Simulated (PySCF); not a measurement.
**TiNF: singlet, from a PBE0 minimum start**

Aim: relax TiNF as a singlet from a PBE0 minimum start, check by its vibrations whether the end is a minimum, and collect its spectrum and constants.

Program: PySCF 2.14.0. Level of theory: PBE0, basis Ti def2-TZVP, N def2-TZVP, F def2-TZVP, no relativity, density fitting. These are calculated values, not measurements.

**1. The starting structure**

3 atoms, charge 0, spin multiplicity 1.

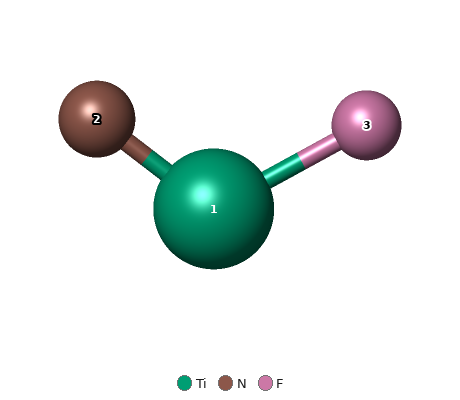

As it starts; titanium teal, nitrogen brown, fluorine pink; atoms are numbered from 1 in the order of the file.

Coordinates in bohr (charge 0 multiplicity 1):
```
Ti   -0.2593    0.0000   -0.7205
N    -2.7090    0.0000    0.8942
F     2.6513    0.0000    1.1589
```

**2. The SCF at the typed geometry**

One driver script runs all steps and calls PySCF; scf.py shows how it sets up the SCF of each step. The optimiser is the driver's own. After this first run the driver tries any further starts and a stability analysis.

The input, scf.py:

```python
from pyscf import gto, scf, dft
mol = gto.M(atom='''
Ti    -0.137228     0.000000    -0.381294
N     -1.433565     0.000000     0.473203
F      1.403020     0.000000     0.613258''',
    basis={'Ti': 'def2-TZVP', 'N': 'def2-TZVP', 'F': 'def2-TZVP'},
    charge=0, spin=0)
mf = dft.RKS(mol, xc='PBE0')
mf.grids.atom_grid = (50, 194)
aux = {'Ti': 'def2-universal-JKFIT', 'N': 'def2-universal-JKFIT', 'F': 'def2-universal-JKFIT'}
mf = mf.density_fit(auxbasis=aux)
mf.conv_tol = 1e-08
mf.diis_space = 10
mf.max_cycle = 60
mf.init_guess = 'minao'
mf.verbose = 4
mf.kernel()
```

The run is started by

```bash
$ OMP_NUM_THREADS=2 python axn.py task.json out
```

Standard output:

```text
init E= -1003.58611638159
  HOMO = -0.348858840125913  LUMO = -0.160899737735316  gap/eV = 5.11463
cycle= 1 E= -1003.38046288504  delta_E= 0.206  |g|= 1.37  |ddm|= 2.31
  HOMO = -0.22444416432315  LUMO = -0.199820857217676  gap/eV = 0.67003
cycle= 2 E= -993.157812718982  delta_E= 10.2  |g|= 7.89  |ddm|=  3.1
  HOMO = -0.132871659125576  LUMO = -0.0877397649873083  gap/eV = 1.22810
cycle= 3 E= -1002.99349106633  delta_E= -9.84  |g|= 1.91  |ddm|= 2.36
  HOMO = -0.243532852295692  LUMO = -0.095883204949274  gap/eV = 4.01775
cycle= 4 E= -1003.66699185233  delta_E= -0.674  |g|= 0.715  |ddm|= 1.07
  HOMO = -0.249938628689604  LUMO = -0.101734690781394  gap/eV = 4.03283
cycle= 5 E= -1003.74697946139  delta_E= -0.08  |g|= 0.253  |ddm|= 0.388
  HOMO = -0.234946289115547  LUMO = -0.0922322383650139  gap/eV = 3.88345
cycle= 6 E= -1003.75480122516  delta_E= -0.00782  |g|= 0.126  |ddm|= 0.0904
  HOMO = -0.245973601065248  LUMO = -0.0929927916280561  gap/eV = 4.16282
cycle= 7 E= -1003.75781194262  delta_E= -0.00301  |g|= 0.0348  |ddm|= 0.051
  HOMO = -0.247389556784284  LUMO = -0.0925770271706883  gap/eV = 4.21266
cycle= 8 E= -1003.75805491412  delta_E= -0.000243  |g|= 0.00192  |ddm|= 0.0168
  HOMO = -0.247480314749414  LUMO = -0.0926221531893135  gap/eV = 4.21391
cycle= 9 E= -1003.75805593669  delta_E= -1.02e-06  |g|= 0.000536  |ddm|= 0.00175
  HOMO = -0.247465804695155  LUMO = -0.0926050730889748  gap/eV = 4.21398
cycle= 10 E= -1003.75805609647  delta_E= -1.6e-07  |g|= 0.000258  |ddm|= 0.000888
  HOMO = -0.247458857849333  LUMO = -0.0925941469075267  gap/eV = 4.21408
cycle= 11 E= -1003.75805612895  delta_E= -3.25e-08  |g|= 0.000111  |ddm|= 0.000445
  HOMO = -0.24745583984217  LUMO = -0.0925954725823205  gap/eV = 4.21397
cycle= 12 E= -1003.75805613243  delta_E= -3.48e-09  |g|= 2.2e-05  |ddm|= 0.000112
  HOMO = -0.247459639329139  LUMO = -0.0925936680169598  gap/eV = 4.21412
Extra cycle  E= -1003.75805613124  delta_E= 1.18e-09  |g|= 8.7e-05  |ddm|= 5.05e-05
converged SCF energy = -1003.75805613124
```

This step, with its further starts and checks, took 5 s on 2 threads of Intel Xeon Platinum 8259CL at 2.50GHz (Skylake/Cascade Lake), shared host.

The test of internal stability found no lower closed-shell solution.

**3. Relaxation: PBE0 minimum start, singlet**

The program finds Cs symmetry in the start, which this walk keeps. Threshold on the gradient: 0.0003 Eh/bohr, with a further test on the energy change.

Edit scf.py of step 2 so:

```diff
@@ -3,3 +3,3 @@
-Ti    -0.137228     0.000000    -0.381294
-N     -1.433565     0.000000     0.473203
-F      1.403020     0.000000     0.613258''',
+Ti    -0.137241     0.000000    -0.381232
+N     -1.433578     0.000000     0.473265
+F      1.403007     0.000000     0.613320''',
@@ -15 +14,0 @@
-mf.init_guess = 'minao'
```

Energy and gradient, step by step:

| step | energy (Eh) | change (kJ/mol) | largest symmetric gradient (Eh/bohr) |
| --- | --- | --- | --- |
| 0 | -1003.758056 | 0.00 | 0.00008 |

The walk took 1.8 s.

Geometry (Å) and forces (eV/Å) at some steps:

```
step 0
Ti  -0.137   0.000  -0.381  -0.001   0.000  -0.004
N   -1.434   0.000   0.473  -0.003   0.000   0.002
F    1.403   0.000   0.613   0.004   0.000   0.002
```

End point (Cs, 0 steps, 0.0 kJ/mol gained): Ti–F 1.833 Å, Ti–N 1.553 Å; F–Ti–N 113.8°.

**4. Is it a minimum? Harmonic modes**

The point is checked on the finer grid, and tightened if its gradient asks for it. The Hessian and the dipole derivatives come from central differences of analytic gradients, with steps of 0.02 bohr.

Edit scf.py of step 3 so:

```diff
@@ -3,3 +3,3 @@
-Ti    -0.137241     0.000000    -0.381232
-N     -1.433578     0.000000     0.473265
-F      1.403007     0.000000     0.613320''',
+Ti    -0.137207     0.000000    -0.381333
+N     -1.433442     0.000000     0.473339
+F      1.402838     0.000000     0.613348''',
@@ -9 +9 @@
-mf.grids.atom_grid = (50, 194)
+mf.grids.atom_grid = (75, 302)
@@ -12 +12 @@
-mf.conv_tol = 1e-08
+mf.conv_tol = 1e-10
```

This SCF starts from the last density.

Log of the central SCF (cycles and frontier levels):

```text
init E= -1003.75827579019
  HOMO = -0.247441110943981  LUMO = -0.0925783359212896  gap/eV = 4.21403
cycle= 1 E= -1003.75827579014  delta_E= 5.14e-11  |g|= 1.91e-05  |ddm|= 1.21e-05
  HOMO = -0.247439000890843  LUMO = -0.0925788609251921  gap/eV = 4.21396
cycle= 2 E= -1003.75827578951  delta_E= 6.2e-10  |g|= 6.12e-05  |ddm|= 3.29e-05
  HOMO = -0.247440514357426  LUMO = -0.0925779698900904  gap/eV = 4.21402
cycle= 3 E= -1003.75827579015  delta_E= -6.39e-10  |g|= 1.69e-05  |ddm|= 2.82e-05
  HOMO = -0.247440565091207  LUMO = -0.0925783142741623  gap/eV = 4.21402
cycle= 4 E= -1003.75827579021  delta_E= -5.28e-11  |g|= 3.26e-07  |ddm|= 6.49e-06
  HOMO = -0.247440536576082  LUMO = -0.0925783205830619  gap/eV = 4.21402
Extra cycle  E= -1003.75827579021  delta_E= -2.05e-12  |g|= 2.85e-07  |ddm|= 4.1e-07
converged SCF energy = -1003.75827579021
```

The whole step took 42 s.

Geometry: Cs; Ti–F 1.833 Å, Ti–N 1.553 Å; F–Ti–N 113.7°.

Modes, for the most abundant isotopes:

```json
{"symmetry": "a'", "ω (cm⁻¹)": "270", "IR (km/mol)": "21.2", "type": "bend"}
{"symmetry": "a'", "ω (cm⁻¹)": "670", "IR (km/mol)": "183", "type": "stretch"}
{"symmetry": "a'", "ω (cm⁻¹)": "1157", "IR (km/mol)": "162", "type": "stretch"}
```

No imaginary mode, so this is a minimum.

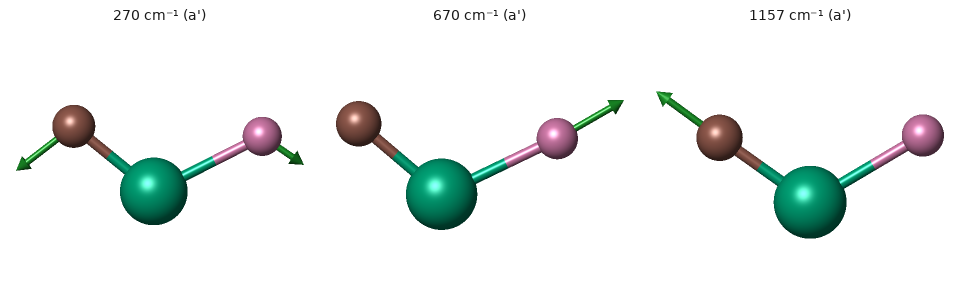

Displacements of 3 of the modes, as arrows (one member where a mode is degenerate).

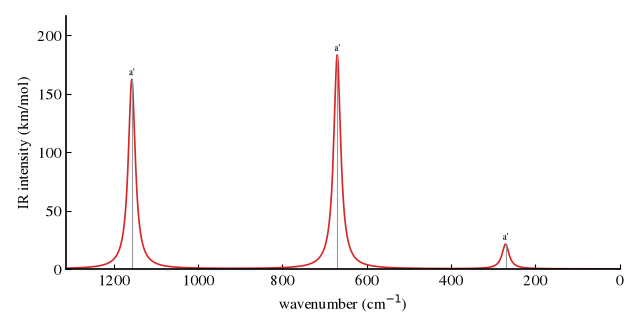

The harmonic infrared spectrum (widths in cm⁻¹). Lines are broadened to a width of 20 cm⁻¹ (Lorentzian).

Constants and moments:

| Item | Value |
| --- | --- |
| Dipole moment | 6.39 D |
| Highest occupied level | -6.73 eV |
| Lowest empty level | -2.52 eV |
| Rotational constants | 1.084, 0.2452, 0.1999 cm⁻¹ |
| Zero-point energy | 12.5 kJ/mol |
| Principal polarisabilities | 18.5, 22.3, 42.5 bohr³ |
| Atomisation energy without zero-point energy | 1037 kJ/mol |
| Principal traceless quadrupole moments about the centre of mass | -13.95, 6.48, 7.47 D Å |
| Entropy at 298.15 K and 1 bar | 267.9 J/(mol K) |
| Heat capacity Cp at 298.15 K | 45.2 J/(mol K) |
| Enthalpy at 298.15 K above 0 K | 11.50 kJ/mol |
| Rotational symmetry number | 1 |

Populations by atom (charges in e):

```json
{"atom": "Ti1", "Mulliken": "1.06", "Löwdin": "0.58", "polar tensor": "1.67", "Mayer order to Ti1": "–"}
{"atom": "N2", "Mulliken": "-0.51", "Löwdin": "-0.28", "polar tensor": "-0.90", "Mayer order to Ti1": "3.03"}
{"atom": "F3", "Mulliken": "-0.55", "Löwdin": "-0.30", "polar tensor": "-0.77", "Mayer order to Ti1": "0.77"}
```

Outer orbital energies (eV). occupied: -30.25, -17.70, -11.02, -10.49, -10.48, -7.49, -7.20, -6.73; empty: -2.52, -1.63, -1.58, 0.19.

Mulliken populations on Ti1: s 6.05, p 12.21, d 2.64, f 0.04.

**5. Summary of results**

| quantity | value |
| --- | --- |
| minimum | singlet, Cs |
| geometry | Ti–F 1.833 Å, Ti–N 1.553 Å; F–Ti–N 113.7° |
| wavenumbers (cm⁻¹) | 270 (a'), 670 (a'), 1157 (a') |
| dipole moment | 6.39 D |
| highest occupied, lowest empty level | -6.73, -2.52 eV |
| polar-tensor charge of Ti1 | +1.67 e |
| zero-point energy | 12.5 kJ/mol |
| entropy at 298.15 K | 267.9 J/(mol K) |
| atomisation energy (no zero-point energy) | 1037 kJ/mol |

What this shows: The PBE0 minimum start keeps its Cs symmetry and ends in a minimum. The strongest infrared band lies at 670 cm⁻¹ (a', stretch). With 6.4 D the molecule is strongly polar. Other starts or spin states, not run here, may lie lower. Whether spin polarisation would lower the closed shell was not checked.

The search up to here took 49 s.
